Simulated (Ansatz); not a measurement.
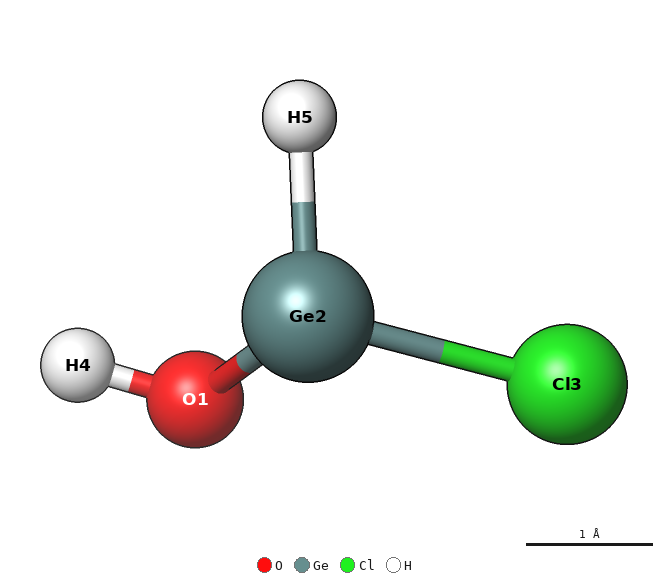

The view is orthographic, and the bar gives the scale. State: neutral, doublet. Computed geometry: PBE-D4/def2-SVP optimisation. No frequency run is at hand to confirm it as a minimum.

Write Cartesian coordinates in Å in the frame of the picture: x to the right, y up, z towards the viewer, origin at the mean of the atomic positions.

```xyz
5
ClGeH2O
O   -0.75  -0.66  -0.76
Ge   0.15   0.00   0.66
Cl   2.22  -0.54   0.21
H   -1.69  -0.39  -0.73
H    0.08   1.59   0.62
```
